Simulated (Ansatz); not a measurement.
# SO₃: energies up the ladder

The task, for SO₃: energies up the ladder.

Method: the levels named in each step, in Ansatz 0.2.0.

**1. The starting structure**

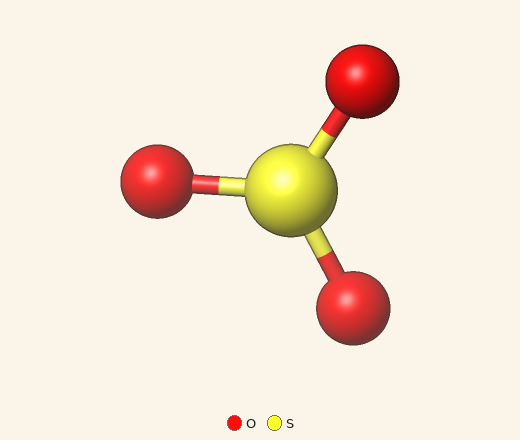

The starting structure, seen from a chosen angle (oxygen red, sulfur yellow).

Structure file:

```xyz
4

O    -0.7055   -1.2296   -0.0289
S     0.0000    0.0000    0.0000
O    -0.7121    1.2261   -0.0032
O     1.4175    0.0035    0.0321
```

**2. A rough first relaxation, PBE-D4/def2-SVP**

This run stands in another session on the same molecule. It ended at:

```xyz
4

O    -0.7310   -1.2742   -0.0299
S     0.0000    0.0000    0.0000
O    -0.7379    1.2706   -0.0033
O     1.4689    0.0036    0.0332
```

**3. Relaxation, PBE0-D4/def2-TZVPP**

This run stands in another session on the same molecule. It ended at:

```xyz
4

O    -0.7061   -1.2308   -0.0289
S     0.0000    0.0000   -0.0001
O    -0.7127    1.2273   -0.0032
O     1.4189    0.0035    0.0321
```

**4. Frequencies, PBE0-D4/def2-TZVPP**

The input, input.yaml:

```yaml
crystal:
  periodic: [false, false, false]
  atoms:
    - { symbol: O, position_ang: [-0.70612688, -1.23076265, -0.02887668] }
    - { symbol: S, position_ang: [-2.09e-06, 6.7e-07, -7.163e-05] }
    - { symbol: O, position_ang: [-0.71274314, 1.22727893, -0.00319242] }
    - { symbol: O, position_ang: [1.41886212, 0.00348306, 0.03213073] }
basis:
  gaussian: { orbitals: def2-TZVPP }
hamiltonian:
  xc: pbe0
  dispersion: d4
phonons: {}
```

The run is started by

```bash
> ansatz run input.yaml --threads 4 --pin off --max-ram 10240MiB --backend cpu --events-out ev --progress --plain --runs-dir out
```

Log:

```text
Warning: RAYON_NUM_THREADS=4 ignored (pool sized by the plan → 4); use --threads N
Engine: ansatz 0.2.0, x86_64-unknown-linux-gnu
Functional definition: PBE0
  parameter a = 0.25
  parameter kappa = 0.804
  parameter beta = 0.06672455060314922
  exchange = (1 - a)*pbe_x(kappa = kappa, mu = beta*pi^2/3) + a*exact_x
  correlation = pbe_c(beta = beta)
768 factors; their error is unknown
mean field evaluation 1: about -16959.5051 eV, gradient 7.5e1 eV
mean field evaluation 2: about -16942.7427 eV, gradient 1.3e2 eV
mean field evaluation 4: about -16968.1426 eV, gradient 2.0e0 eV
mean field evaluation 8: about -16968.1509 eV, gradient 7.6e-2 eV
mean field evaluation 16: about -16968.1800 eV, gradient 5.4e-5 eV
mean field -16968.18001057 eV, -623.5691139429 hartree, gradient 5.2e-5 eV, S^2 0.000000; 0 other end points of the search recorded, 0 dependent functions left out
the calculation of the forces begins
reference -16968.18002680 eV, -623.5691145394 hartree; 20, 20 occupied and 115, 115 virtual orbitals, 768 factors
these checks for a lower state are left out or cut short: stability, starts, cluster_reference, orbital_swaps, neighbouring_geometries, increment
768 factors; their error is unknown
mean field -16968.17993377 eV, -623.5691111207 hartree, gradient 9.1e-7 eV, S^2 0.000000; 0 other end points of the search recorded, 0 dependent functions left out
the calculation of the forces begins
reference -16968.17995000 eV, -623.5691117171 hartree; 20, 20 occupied and 115, 115 virtual orbitals, 768 factors
these checks for a lower state are left out or cut short: stability, starts, cluster_reference, orbital_swaps, neighbouring_geometries, increment
768 factors; their error is unknown
mean field -16968.17994014 eV, -623.5691113548 hartree, gradient 9.6e-7 eV, S^2 0.000000; 0 other end points of the search recorded, 0 dependent functions left out
the calculation of the forces begins
reference -16968.17995637 eV, -623.5691119512 hartree; 20, 20 occupied and 115, 115 virtual orbitals, 768 factors
these checks for a lower state are left out or cut short: stability, starts, cluster_reference, orbital_swaps, neighbouring_geometries, increment
768 factors; their error is unknown
mean field evaluation 32: about -16968.1489 eV, gradient 2.9e-1 eV
mean field -16968.17983075 eV, -623.5691073345 hartree, gradient 8.7e-7 eV, S^2 0.000000; 0 other end points of the search recorded, 0 dependent functions left out
the calculation of the forces begins
reference -16968.17984697 eV, -623.5691079309 hartree; 20, 20 occupied and 115, 115 virtual orbitals, 768 factors
these checks for a lower state are left out or cut short: stability, starts, cluster_reference, orbital_swaps, neighbouring_geometries, increment
768 factors; their error is unknown
mean field -16968.17984366 eV, -623.5691078091 hartree, gradient 9.4e-7 eV, S^2 0.000000; 0 other end points of the search recorded, 0 dependent functions left out
the calculation of the forces begins
reference -16968.17985989 eV, -623.5691084055 hartree; 20, 20 occupied and 115, 115 virtual orbitals, 768 factors
these checks for a lower state are left out or cut short: stability, starts, cluster_reference, orbital_swaps, neighbouring_geometries, increment
768 factors; their error is unknown
mean field -16968.18000258 eV, -623.5691136494 hartree, gradient 7.2e-7 eV, S^2 0.000000; 0 other end points of the search recorded, 0 dependent functions left out
the calculation of the forces begins
reference -16968.18001881 eV, -623.5691142459 hartree; 20, 20 occupied and 115, 115 virtual orbitals, 768 factors
these checks for a lower state are left out or cut short: stability, starts, cluster_reference, orbital_swaps, neighbouring_geometries, increment
768 factors; their error is unknown
mean field -16968.18000565 eV, -623.5691137620 hartree, gradient 7.2e-7 eV, S^2 0.000000; 0 other end points of the search recorded, 0 dependent functions left out
the calculation of the forces begins
reference -16968.18002188 eV, -623.5691143584 hartree; 20, 20 occupied and 115, 115 virtual orbitals, 768 factors
these checks for a lower state are left out or cut short: stability, starts, cluster_reference, orbital_swaps, neighbouring_geometries, increment
768 factors; their error is unknown
mean field evaluation 64: about -16968.1799 eV, gradient 6.9e-4 eV
mean field -16968.17994890 eV, -623.5691116768 hartree, gradient 7.2e-7 eV, S^2 0.000000; 0 other end points of the search recorded, 0 dependent functions left out
the calculation of the forces begins
reference -16968.17996513 eV, -623.5691122732 hartree; 20, 20 occupied and 115, 115 virtual orbitals, 768 factors
these checks for a lower state are left out or cut short: stability, starts, cluster_reference, orbital_swaps, neighbouring_geometries, increment
768 factors; their error is unknown
mean field -16968.17995734 eV, -623.5691119869 hartree, gradient 7.2e-7 eV, S^2 0.000000; 0 other end points of the search recorded, 0 dependent functions left out
the calculation of the forces begins
reference -16968.17997357 eV, -623.5691125833 hartree; 20, 20 occupied and 115, 115 virtual orbitals, 768 factors
these checks for a lower state are left out or cut short: stability, starts, cluster_reference, orbital_swaps, neighbouring_geometries, increment
768 factors; their error is unknown
mean field -16968.17965218 eV, -623.5691007724 hartree, gradient 9.7e-7 eV, S^2 0.000000; 0 other end points of the search recorded, 0 dependent functions left out
the calculation of the forces begins
reference -16968.17966841 eV, -623.5691013688 hartree; 20, 20 occupied and 115, 115 virtual orbitals, 768 factors
these checks for a lower state are left out or cut short: stability, starts, cluster_reference, orbital_swaps, neighbouring_geometries, increment
768 factors; their error is unknown
mean field -16968.17965103 eV, -623.5691007301 hartree, gradient 7.4e-7 eV, S^2 0.000000; 0 other end points of the search recorded, 0 dependent functions left out
the calculation of the forces begins
reference -16968.17966726 eV, -623.5691013266 hartree; 20, 20 occupied and 115, 115 virtual orbitals, 768 factors
these checks for a lower state are left out or cut short: stability, starts, cluster_reference, orbital_swaps, neighbouring_geometries, increment
768 factors; their error is unknown
mean field evaluation 96: about -16968.1800 eV, gradient 7.2e-7 eV
mean field -16968.18000537 eV, -623.5691137517 hartree, gradient 7.2e-7 eV, S^2 0.000000; 0 other end points of the search recorded, 0 dependent functions left out
the calculation of the forces begins
reference -16968.18002160 eV, -623.5691143481 hartree; 20, 20 occupied and 115, 115 virtual orbitals, 768 factors
these checks for a lower state are left out or cut short: stability, starts, cluster_reference, orbital_swaps, neighbouring_geometries, increment
768 factors; their error is unknown
mean field -16968.18000283 eV, -623.5691136584 hartree, gradient 7.2e-7 eV, S^2 0.000000; 0 other end points of the search recorded, 0 dependent functions left out
the calculation of the forces begins
reference -16968.18001906 eV, -623.5691142549 hartree; 20, 20 occupied and 115, 115 virtual orbitals, 768 factors
these checks for a lower state are left out or cut short: stability, starts, cluster_reference, orbital_swaps, neighbouring_geometries, increment
768 factors; their error is unknown
mean field -16968.17989205 eV, -623.5691095872 hartree, gradient 8.6e-7 eV, S^2 0.000000; 0 other end points of the search recorded, 0 dependent functions left out
the calculation of the forces begins
reference -16968.17990828 eV, -623.5691101837 hartree; 20, 20 occupied and 115, 115 virtual orbitals, 768 factors
these checks for a lower state are left out or cut short: stability, starts, cluster_reference, orbital_swaps, neighbouring_geometries, increment
768 factors; their error is unknown
mean field -16968.17988214 eV, -623.5691092231 hartree, gradient 8.0e-7 eV, S^2 0.000000; 0 other end points of the search recorded, 0 dependent functions left out
the calculation of the forces begins
reference -16968.17989837 eV, -623.5691098195 hartree; 20, 20 occupied and 115, 115 virtual orbitals, 768 factors
Total energy: -16968.24296655 eV, -623.5714275327 hartree
Atom 0 at    -0.706127    -1.230763    -0.028877 Å, force     0.000485     0.000740    -0.000545 eV/Å
Atom 1 at    -0.000002     0.000001    -0.000072 Å, force    -0.000110    -0.000018     0.001688 eV/Å
Atom 2 at    -0.712743     1.227279    -0.003192 Å, force     0.000489    -0.000725    -0.000560 eV/Å
Atom 3 at     1.418862     0.003483     0.032131 Å, force    -0.000865     0.000004    -0.000583 eV/Å
Dipole moment:    -0.000001     0.000001    -0.000077 e Å
Vibrations: 509.34 534.48 534.49 1110.55 1445.01 1445.03 cm⁻¹, zero-point energy 0.345848 eV
```

Run time: 24 s. Hardware: 4 threads of Intel Xeon at 2.50GHz (Skylake/Cascade Lake), shared host; peak memory 0.24 GiB.

Harmonic frequencies (cm⁻¹; negative: imaginary): 509, 534, 534, 1111, 1445, 1445.

**5. Single point, PBE-D4/def2-TZVPP**

input.yaml, as its differences from that of step 4:

```diff
@@ -10,4 +10,3 @@
 hamiltonian:
-  xc: pbe0
+  xc: pbe
   dispersion: d4
-phonons: {}
```

The run is started by

```bash
> ansatz run input.yaml --threads 4 --pin off --max-ram 10240MiB --backend cpu --events-out ev --progress --plain --runs-dir out
```

Log:

```text
Warning: RAYON_NUM_THREADS=4 ignored (pool sized by the plan → 4); use --threads N
Engine: ansatz 0.2.0, x86_64-unknown-linux-gnu
Functional definition: PBE
  parameter kappa = 0.804
  parameter beta = 0.06672455060314922
  exchange = pbe_x(kappa = kappa, mu = beta*pi^2/3)
  correlation = pbe_c(beta = beta)
737 factors; their error is unknown
mean field evaluation 1: about -16955.8212 eV, gradient 8.9e1 eV
mean field evaluation 2: about -16910.7081 eV, gradient 1.9e2 eV
mean field evaluation 4: about -16967.9256 eV, gradient 6.1e0 eV
mean field evaluation 8: about -16967.9892 eV, gradient 9.7e-2 eV
mean field -16967.98925163 eV, -623.5621036813 hartree, gradient 4.3e-5 eV, S^2 0.000000; 0 other end points of the search recorded, 0 dependent functions left out
reference -16967.98927354 eV, -623.5621044863 hartree; 20, 20 occupied and 115, 115 virtual orbitals, 737 factors
Total energy: -16968.06605778 eV, -623.5649262550 hartree
```

It took 1.4 s on 4 threads of Intel Xeon at 2.50GHz (Skylake/Cascade Lake), shared host; peak memory 0.15 GiB.

**6. Single point, r2SCAN-D4/def2-TZVPP**

input.yaml, as its differences from that of step 5:

```diff
@@ -10,3 +10,3 @@
 hamiltonian:
-  xc: pbe
+  xc: r2scan
   dispersion: d4
```

The run is started by

```bash
> ansatz run input.yaml --threads 4 --pin off --max-ram 10240MiB --backend cpu --events-out ev --progress --plain --runs-dir out
```

Log:

```text
Warning: RAYON_NUM_THREADS=4 ignored (pool sized by the plan → 4); use --threads N
Engine: ansatz 0.2.0, x86_64-unknown-linux-gnu
Functional definition: r2SCAN
  parameter k0 = 0.174
  parameter k1 = 0.065
  parameter a1 = 4.9479
  exchange = r2scan_x(k0 = k0, k1 = k1, a1 = a1)
  correlation = r2scan_c
737 factors; their error is unknown
mean field evaluation 1: about -16964.5495 eV, gradient 8.3e1 eV
mean field evaluation 2: about -16934.5298 eV, gradient 1.6e2 eV
mean field evaluation 4: about -16974.9697 eV, gradient 3.9e0 eV
mean field evaluation 8: about -16974.9880 eV, gradient 1.5e-1 eV
mean field evaluation 16: about -16974.9880 eV, gradient 3.0e-5 eV
mean field -16974.98802775 eV, -623.8193039596 hartree, gradient 2.5e-5 eV, S^2 0.000000; 0 other end points of the search recorded, 0 dependent functions left out
reference -16974.98803289 eV, -623.8193041486 hartree; 20, 20 occupied and 115, 115 virtual orbitals, 737 factors
Total energy: -16975.00501400 eV, -623.8199281927 hartree
```

It took 3.6 s on 4 threads of Intel Xeon at 2.50GHz (Skylake/Cascade Lake), shared host; peak memory 0.16 GiB.

**7. Single point, B3LYP-D4/def2-TZVPP**

input.yaml, as its differences from that of step 6:

```diff
@@ -10,3 +10,3 @@
 hamiltonian:
-  xc: r2scan
+  xc: { name: B3LYP }
   dispersion: d4
```

The run is started by

```bash
> ansatz run input.yaml --threads 4 --pin off --max-ram 10240MiB --backend cpu --events-out ev --progress --plain --runs-dir out
```

Log:

```text
Warning: RAYON_NUM_THREADS=4 ignored (pool sized by the plan → 4); use --threads N
Engine: ansatz 0.2.0, x86_64-unknown-linux-gnu
Functional definition: B3LYP
  parameter a0 = 0.2
  parameter ax = 0.72
  parameter ac = 0.81
  exchange = (1 - a0 - ax)*slater_x + ax*b88_x + a0*exact_x
  correlation = (1 - ac)*vwn_rpa_c + ac*lyp_c
749 factors; their error is unknown
mean field evaluation 1: about -16968.0653 eV, gradient 8.3e1 eV
mean field evaluation 2: about -16943.7338 eV, gradient 1.5e2 eV
mean field evaluation 4: about -16978.4958 eV, gradient 3.0e0 eV
mean field evaluation 8: about -16978.5131 eV, gradient 4.8e-2 eV
mean field evaluation 16: about -16978.5354 eV, gradient 7.5e-6 eV
mean field -16978.53535542 eV, -623.9496658470 hartree, gradient 4.4e-6 eV, S^2 0.000000; 0 other end points of the search recorded, 0 dependent functions left out
reference -16978.53553327 eV, -623.9496723831 hartree; 20, 20 occupied and 115, 115 virtual orbitals, 749 factors
Total energy: -16978.66110455 eV, -623.9542870424 hartree
```

It took 3.1 s on 4 threads of Intel Xeon at 2.50GHz (Skylake/Cascade Lake), shared host; peak memory 0.22 GiB.

[end of part 1 of 2]
